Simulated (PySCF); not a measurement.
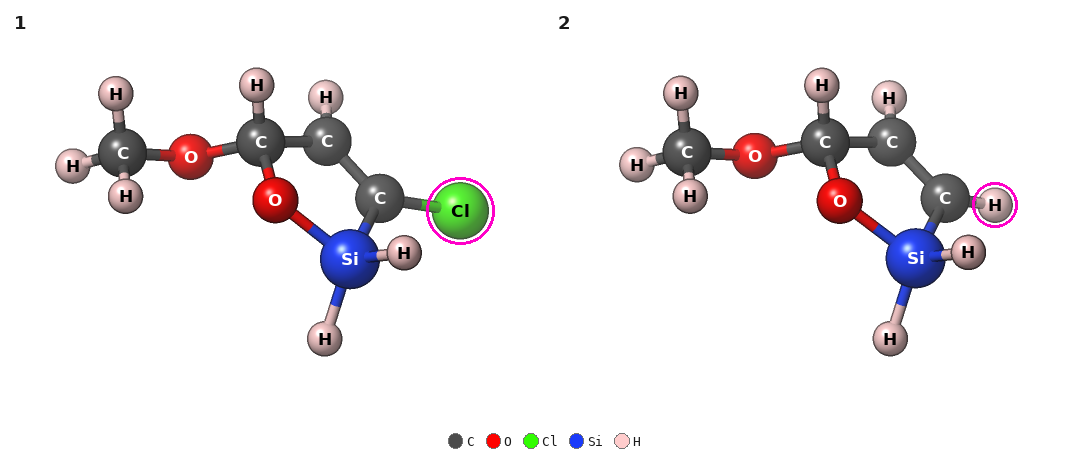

2 molecules with one skeleton, seen from the same side and at one scale; the atom that differs is circled. Charge 0, singlet. Computed geometries: GFN2-xTB optimisations, one conformation each. Properties computed with PySCF 2.14.0.

One atom differs, called X below: Cl in panel 1, H in panel 2. Their formulas are C4H7ClO2Si (`CO[C@@H]1C=C(Cl)[SiH2]O1`), C4H8O2Si (`CO[C@@H]1C=C[SiH2]O1`).

In which is the mean static polarisability larger (ωB97X-D/def2-SVPD)?

Answer. In panel 1 (X = Cl).

In which is the lowest vertical singlet excitation larger (ωB97X-D/def2-SVPD)?

Answer. In panel 2 (X = H).

Give the values. With GFN2-xTB: length of X–C (Å), angle X–C–Si (°). With PBE0/pcSseg-1: dipole moment (D), HOMO energy (Kohn–Sham orbital) (eV), HOMO–LUMO gap (eV), Hirshfeld charge of X (e), GIAO shielding of the C bonded to X (ppm). With ωB97X-D/def2-SVPD: mean static polarisability (bohr³), lowest vertical singlet excitation (eV).

| quantity | 1 (Cl) | 2 (H) | 2 − 1 |
| --- | --- | --- | --- |
| length of X–C (Å) | 1.711 | 1.076 | −0.635 |
| angle X–C–Si (°) | 128.1 | 129.7 | +1.6 |
| dipole moment (D) | 1.56 | 0.64 | −0.92 |
| HOMO energy (Kohn–Sham orbital) (eV) | −7.61 | −7.81 | −0.20 |
| HOMO–LUMO gap (eV) | 7.00 | 7.45 | +0.45 |
| Hirshfeld charge of X (e) | −0.04 | 0.05 | +0.09 |
| GIAO shielding of the C bonded to X (ppm) | 38.5 | 53.2 | +14.7 |
| mean static polarisability (bohr³) | 91.1 | 76.8 | −14.3 |
| lowest vertical singlet excitation (eV) | 6.36 | 6.82 | +0.46 |

The geometry is semi-empirical. Around Si such bond lengths and angles can be off by a tenth of an ångström or more and by several degrees, and values that hang on the shape move with them.
